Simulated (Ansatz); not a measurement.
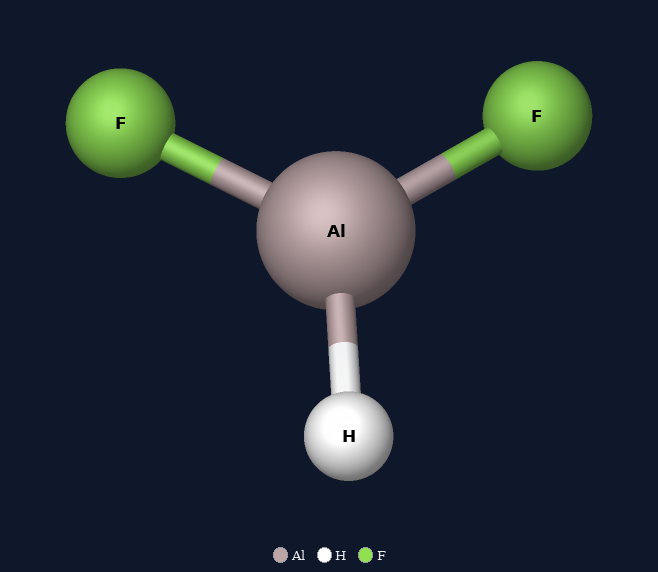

The picture comes from a calculation with Ansatz.

Ball-and-stick drawing of a structure.

Describe the molecule.

The molecule is AlF₂H. This geometry has C2v symmetry. All atoms lie on one plane. Coordination: 1 Al trigonal planar.
